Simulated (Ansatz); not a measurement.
C2H5AlClNO

```json
{"atom": "N", "x (Å)": "1.0528", "y (Å)": "-0.1175", "z (Å)": "0.5586"}
{"atom": "C", "x (Å)": "-0.0046", "y (Å)": "-0.7529", "z (Å)": "0.8613"}
{"atom": "C", "x (Å)": "-1.2302", "y (Å)": "-0.3572", "z (Å)": "0.0921"}
{"atom": "Cl", "x (Å)": "-1.5071", "y (Å)": "-1.9667", "z (Å)": "-0.8419"}
{"atom": "O", "x (Å)": "-1.0203", "y (Å)": "0.6865", "z (Å)": "-0.6801"}
{"atom": "Al", "x (Å)": "0.6808", "y (Å)": "1.2440", "z (Å)": "-0.8664"}
{"atom": "H", "x (Å)": "1.9051", "y (Å)": "-0.4022", "z (Å)": "1.0253"}
{"atom": "H", "x (Å)": "-0.0441", "y (Å)": "-1.5544", "z (Å)": "1.5960"}
{"atom": "H", "x (Å)": "-2.1296", "y (Å)": "-0.3018", "z (Å)": "0.7126"}
{"atom": "H", "x (Å)": "0.9287", "y (Å)": "2.6885", "z (Å)": "-0.2530"}
{"atom": "H", "x (Å)": "1.4337", "y (Å)": "0.7766", "z (Å)": "-2.1839"}
```

Geometry: PBE0-D4/def2-TZVP.

Level of theory: RKS PBE0-D4/def2-TZVPP in Ansatz 0.2.0.

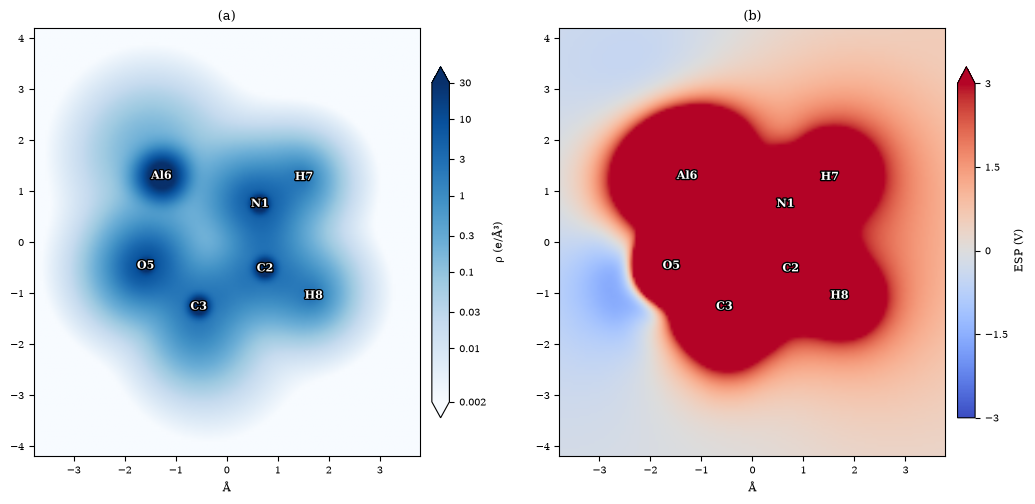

Figure 1. (a) total electron density; (b) electrostatic potential on the plane of atoms C3, C2 and H8.

What do the fields say about this system?

Answer. Atoms in the plane: N, C, O, Al and H.
C–N (1.27 Å): ρ at the midpoint is about 2.9 e/Å³.
C–O (1.32 Å): ρ at the midpoint is about 2.6 e/Å³.
C–C (1.50 Å): ρ at the midpoint is about 1.8 e/Å³.
Al–O (1.80 Å): ρ at the midpoint is about 0.72 e/Å³.
Al–N (2.01 Å): the density is about 0.53 e/Å³ at the midpoint.
Outside the dense part of the molecule the potential is most negative (−1.6 V) near O5.

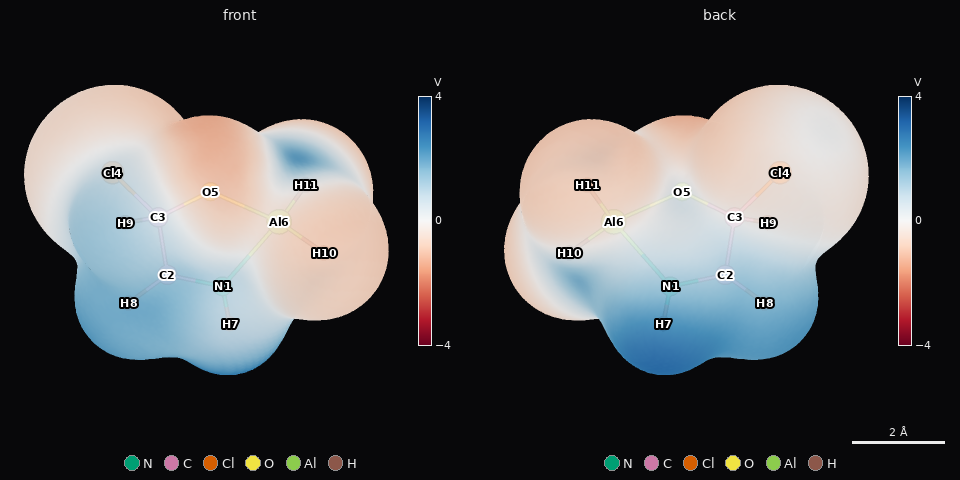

Figure 2. The molecular electrostatic potential painted on the density surface at 0.002 e/bohr³, seen from the front and from behind; red is negative and blue positive.

Describe the electrostatic potential map.

Answer. The most negative region (about −1.3 V) lies over O5, the most positive (about +3.0 V) over H7. O5 is the likeliest acceptor of a hydrogen bond.

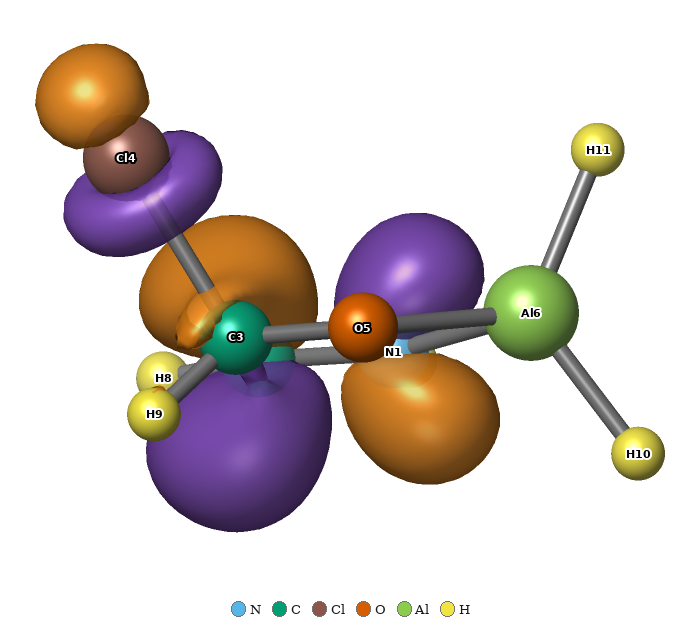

Figure 3. One frontier orbital at ±0.15 Å⁻³ᐟ² (orange and purple are the two phases), seen from one side.

Which orbital is it: HOMO or LUMO?

Answer. The LUMO, at −2.30 eV. Its weight (Hirshfeld) is mainly on C2 (about 40 %), N1 (about 25 %), Cl4 (about 15 %) and C3 (about 5 %); π-antibonding (π*) across C2–N1.
